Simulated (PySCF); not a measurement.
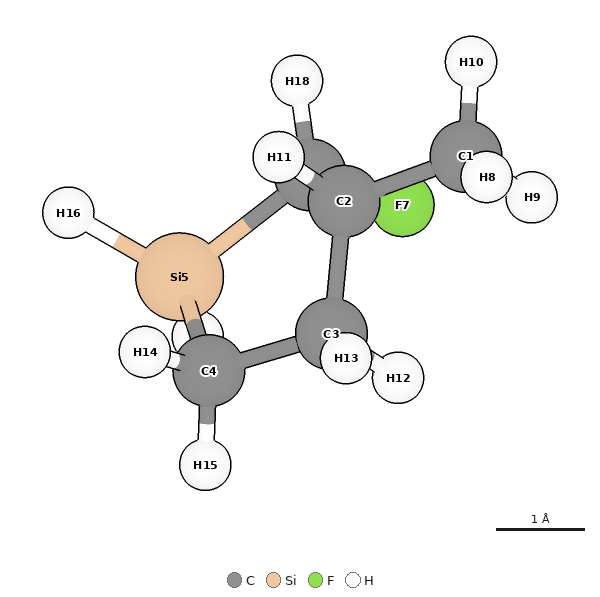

Figure 1. The input geometry of the first run (ball-and-stick view, seen at a tilt; atoms are numbered from 1 in the order of the input). Bond lengths as drawn: C–C 1.52 to 1.53 Å, C–F 1.39 Å, C–H 1.09 to 1.10 Å, C–Si 1.91 to 1.93 Å and H–Si 1.46 Å.

**Two runs on C₅H₁₁FSi**

System: C₅H₁₁FSi.
Method of the first run: GIAO PBE0/pcSseg-1 NMR shielding, non-relativistic, gas phase (PySCF 2.14.0).

The geometry comes from this level: GFN2-xTB. Text and figures count atoms from 1; the logs count them from 0 in places.

### The input, the first run
```
{"job": {"xc": "PBE0", "basis": "pcSseg-1", "kind": "nmr", "pop": false}, "charge": 0, "multiplicity": 1}
C      2.161385     0.159998     0.358006
C      0.679942    -0.197065     0.398170
C      0.160522    -0.718973    -0.943608
C     -1.347964    -0.959587    -0.818798
Si    -1.983659     0.478605     0.259320
C     -0.204623     0.991597     0.786360
F      0.166676     2.116916     0.052340
H      2.753619    -0.709119     0.079610
H      2.337743     0.948663    -0.369777
H      2.495952     0.510491     1.332348
H      0.514190    -0.968620     1.159745
H      0.351285     0.038686    -1.706356
H      0.685929    -1.630173    -1.235824
H     -1.526070    -1.917765    -0.327631
H     -1.811874    -1.020429    -1.801677
H     -2.771202     0.041449     1.414170
H     -2.615724     1.566757    -0.480204
H     -0.054884     1.274886     1.832148
```

The first line tells a small driver script what to run in PySCF; the rest is the geometry in Å.

Command:
```bash
OMP_NUM_THREADS=1 python <driver script> task.json out
```

Hardware: 1 CPU thread, shared host.

### Output (the first run)
```
coarse grid: 14960 points
cycle   1  E = -585.8705247197  dE =  6.304e-01  |g| = 5.522e-01  |ddm| = 3.647e+00
cycle   2  E = -585.8337891831  dE =  3.674e-02  |g| = 7.320e-01  |ddm| = 1.028e+00
cycle   3  E = -585.9347179647  dE = -1.009e-01  |g| = 5.993e-02  |ddm| = 6.139e-01
cycle   4  E = -585.9351553758  dE = -4.374e-04  |g| = 3.234e-02  |ddm| = 5.960e-02
cycle   5  E = -585.9353707950  dE = -2.154e-04  |g| = 5.757e-03  |ddm| = 3.068e-02
cycle   6  E = -585.9353773549  dE = -6.560e-06  |g| = 2.095e-03  |ddm| = 7.325e-03
final grid: 138664 points
cycle   7  E = -585.9847385185  dE = -4.011e-05  |g| = 1.019e-02  |ddm| = 2.969e-02
cycle   8  E = -585.9847161026  dE =  2.242e-05  |g| = 1.439e-02  |ddm| = 2.161e-02
cycle   9  E = -585.9847640066  dE = -4.790e-05  |g| = 9.832e-04  |ddm| = 1.248e-02
cycle  10  E = -585.9847641565  dE = -1.499e-07  |g| = 3.234e-04  |ddm| = 9.410e-04
cycle  11  E = -585.9847641738  dE = -1.731e-08  |g| = 5.383e-05  |ddm| = 2.799e-04
cycle  12  E = -585.9847641744  dE = -5.498e-10  |g| = 2.162e-05  |ddm| = 6.850e-05
converged SCF energy = -585.9847641744

GIAO shielding tensors (ppm)
atom      isotropic    diamagn.    paramagn.     s11        s22        s33       span
  0 C      170.413     244.861     -74.448    155.849    166.093    189.297     33.449
  1 C      139.306     250.262    -110.956    127.395    141.768    148.756     21.360
  2 C      151.538     249.266     -97.729    122.431    158.884    173.297     50.866
  3 C      177.119     251.121     -74.002    159.863    171.716    199.778     39.915
  4 Si     375.679     879.773    -504.094    316.831    388.067    422.140    105.310
  5 C       92.184     246.871    -154.686     54.952     79.289    142.312     87.359
  6 F      433.692     475.415     -41.724    388.990    445.322    466.763     77.773
  7 H       30.553      29.370       1.182     25.506     28.749     37.402     11.896
  8 H       30.200      29.832       0.367     25.943     29.300     35.355      9.412
  9 H       30.466      29.134       1.332     25.634     27.650     38.114     12.480
 10 H       30.450      33.649      -3.199     26.391     29.475     35.485      9.094
 11 H       30.092      32.514      -2.422     26.195     29.418     34.663      8.467
 12 H       29.829      31.908      -2.079     24.015     29.241     36.230     12.214
 13 H       30.876      30.542       0.334     25.783     28.173     38.672     12.889
 14 H       30.525      29.408       1.117     25.583     27.397     38.595     13.012
 15 H       27.386      28.720      -1.335     24.094     24.708     33.355      9.261
 16 H       27.411      28.671      -1.260     24.128     24.933     33.171      9.043
 17 H       26.775      30.921      -4.146     23.693     26.344     30.288      6.596
```

For the second run the input was changed thus:
```diff
-"xc": "PBE0"
+"xc": "KT3"
+"scf": {"level_shift": 0.2}
```

Predict how the results change.

The total energies belong to different methods, so their difference says nothing on which is more stable or more accurate. The HOMO goes from −7.85 to −6.56 eV. The LUMO goes from 0.72 to −0.15 eV. The dipole moment goes from 1.81 to 1.68 D. Of all shieldings, the largest change is that of F7, by −21.6 ppm. The functional changes from PBE0 to KT3. The SCF takes 10 iterations against 12.

### Output (the second run)
```
final grid: 138664 points
cycle   1  E = -593.0578037300  dE =  4.447e-01  |g| = 6.547e-01  |ddm| = 3.632e+00
cycle   2  E = -593.0303952534  dE =  2.741e-02  |g| = 8.472e-01  |ddm| = 1.100e+00
cycle   3  E = -593.1354687408  dE = -1.051e-01  |g| = 1.577e-01  |ddm| = 4.069e-01
cycle   4  E = -593.1415331251  dE = -6.064e-03  |g| = 3.250e-02  |ddm| = 1.594e-01
cycle   5  E = -593.1417471469  dE = -2.140e-04  |g| = 5.807e-03  |ddm| = 4.532e-02
cycle   6  E = -593.1417535905  dE = -6.444e-06  |g| = 3.424e-03  |ddm| = 9.731e-03
cycle   7  E = -593.1417558638  dE = -2.273e-06  |g| = 9.665e-04  |ddm| = 2.740e-03
cycle   8  E = -593.1417560466  dE = -1.829e-07  |g| = 1.505e-04  |ddm| = 9.666e-04
cycle   9  E = -593.1417560546  dE = -7.933e-09  |g| = 4.905e-05  |ddm| = 3.129e-04
cycle  10  E = -593.1417560554  dE = -8.524e-10  |g| = 1.210e-05  |ddm| = 1.025e-04
level shift removed, Fock matrix diagonalised once more
converged SCF energy = -593.1417560554

GIAO shielding tensors (ppm)
atom      isotropic    diamagn.    paramagn.     s11        s22        s33       span
  0 C      167.860     244.951     -77.091    153.183    163.481    186.917     33.734
  1 C      136.004     251.240    -115.236    124.671    138.232    145.110     20.440
  2 C      148.298     249.660    -101.362    120.172    155.185    169.535     49.364
  3 C      173.496     250.946     -77.450    156.794    167.810    195.884     39.090
  4 Si     393.018     882.613    -489.595    336.479    404.252    438.323    101.844
  5 C       91.190     247.279    -156.089     54.394     78.872    140.306     85.912
  6 F      412.101     476.372     -64.271    372.605    424.907    438.792     66.187
  7 H       30.583      29.510       1.074     25.817     28.952     36.981     11.165
  8 H       30.233      30.293      -0.059     26.229     29.394     35.077      8.848
  9 H       30.498      29.283       1.215     25.943     27.824     37.728     11.784
 10 H       30.400      34.155      -3.755     26.549     29.498     35.153      8.605
 11 H       30.103      32.982      -2.879     26.383     29.502     34.423      8.040
 12 H       29.805      32.044      -2.239     24.271     29.394     35.750     11.479
 13 H       30.891      30.786       0.105     25.967     28.406     38.299     12.332
 14 H       30.468      29.490       0.977     25.778     27.612     38.013     12.235
 15 H       27.527      29.172      -1.644     24.386     24.928     33.269      8.883
 16 H       27.622      29.163      -1.541     24.471     25.213     33.181      8.711
 17 H       26.705      31.272      -4.567     23.739     26.243     30.134      6.395
```

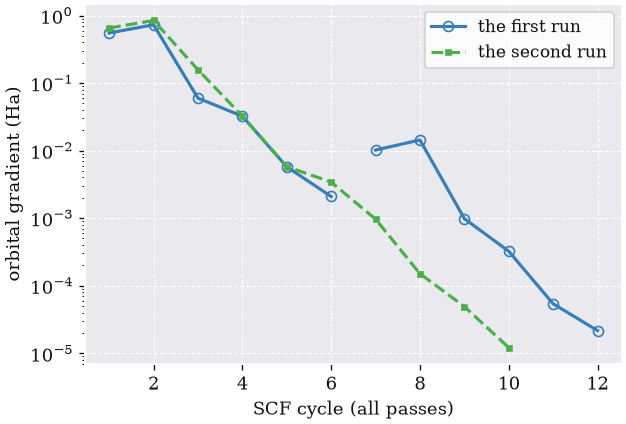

Figure 2. Convergence of the two runs: orbital gradient against the SCF cycle. A break in a curve parts two SCF passes (coarse and final grid). The first run takes 12 cycles in all, and the second run takes 10.

### The two runs side by side

| quantity | the first run | the second run |
| --- | --- | --- |
| outcome | converged | converged |
| total energy (hartree) | −585.984764 | −593.141756 |
| HOMO (eV) | −7.85 | −6.56 |
| LUMO (eV) | 0.72 | −0.15 |
| dipole moment (D) | 1.81 | 1.68 |
| shielding of C1 (ppm) | 170.4 | 167.9 |
| shielding of C2 (ppm) | 139.3 | 136.0 |
| shielding of C3 (ppm) | 151.5 | 148.3 |
| shielding of C4 (ppm) | 177.1 | 173.5 |
| shielding of Si5 (ppm) | 375.7 | 393.0 |
| shielding of C6 (ppm) | 92.2 | 91.2 |
| shielding of F7 (ppm) | 433.7 | 412.1 |
| SCF iterations | 12 | 10 |
| basis functions | 181 | 181 |
| wall time (shared host) | 32 s | 44 s |
